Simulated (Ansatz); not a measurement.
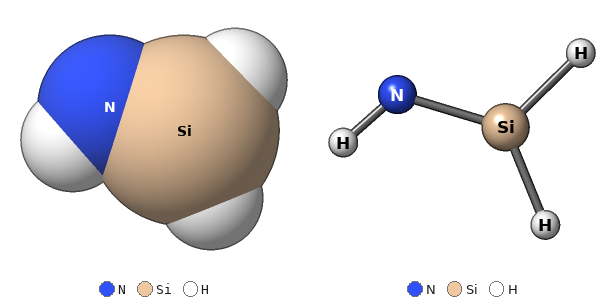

Both panels show the same species.

Computed geometry: PBE0-D4/def2-TZVP optimisation. No frequency run is at hand to confirm it as a minimum.

Count the atoms of each element.

H3NSi, 5 atoms: 3 hydrogen, 1 nitrogen and 1 silicon.

Count the bonded pairs by element.

2 Si–H, 1 N–Si, 1 N–H. Sticks follow a distance rule.

The parts below concern this one geometry. Atoms keep their numbers from picture to picture.

Shape

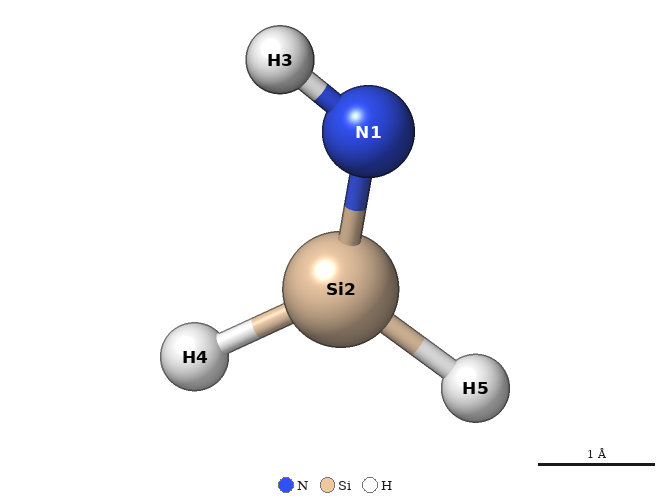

The atoms are numbered. No frequency run is at hand to confirm it as a minimum.

Which atoms are bonded, and how long are the bonds?

```
  bond  length (Å)
N1–Si2       1.593
 N1–H3       1.012
Si2–H4       1.490
Si2–H5       1.477
```

Dipole moment

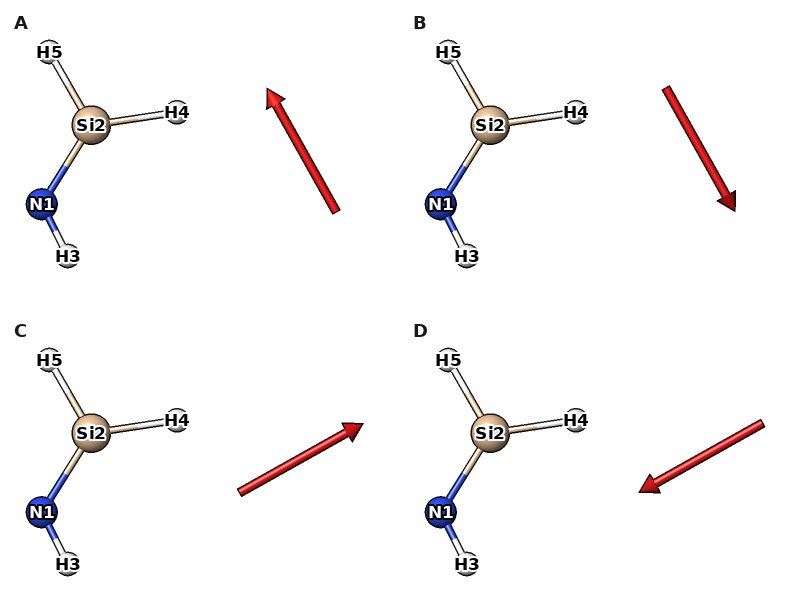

The same molecule four times, each with an arrow. No frequency run is at hand to confirm it as a minimum. Method: RKS PBE0-D4/def2-TZVP (Ansatz 0.2.0).

Which arrow points along the dipole moment, from the negative to the positive end?

C. The dipole moment is 2.43 D; it points from the side of N1, H3 to the side of H4 (the outermost atoms at the two ends).

Electronic properties

No frequency run is at hand to confirm it as a minimum. Level of theory: RKS PBE0-D4/def2-TZVPP (Ansatz 0.2.0).

Predict the main results.

- HOMO energy (Kohn–Sham orbital): −7.63 eV
- LUMO energy (Kohn–Sham orbital): −1.67 eV
- HOMO–LUMO gap: 5.96 eV

Charges

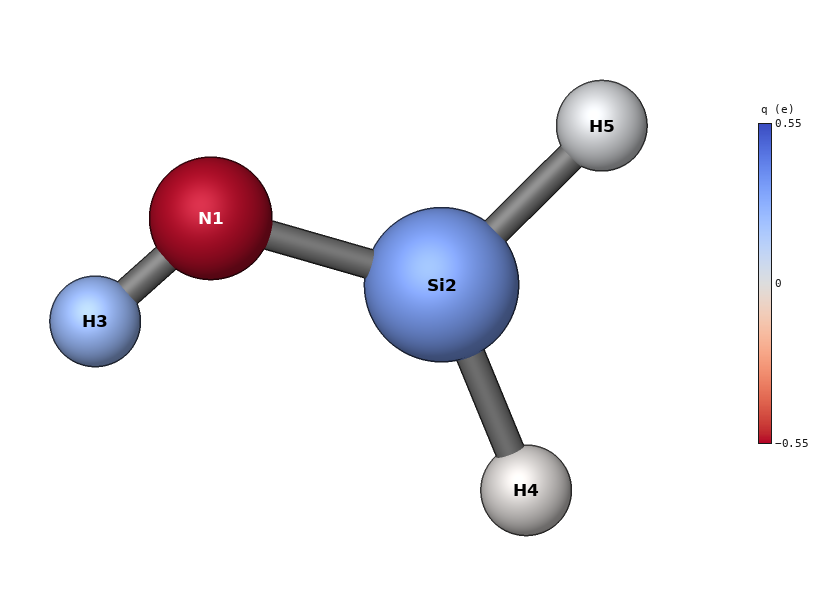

Atoms are coloured by their Mulliken charges. No frequency run is at hand to confirm it as a minimum. Level of theory: RKS PBE0-D4/def2-TZVP (Ansatz 0.2.0).

List the Mulliken charges.

| atom | value (e) |
| --- | --- |
| N1 | −0.54 |
| Si2 | 0.31 |
| H3 | 0.22 |
| H4 | −0.01 |
| H5 | 0.01 |

Mulliken values depend strongly on the basis set and can even reverse the polarity of a bond.
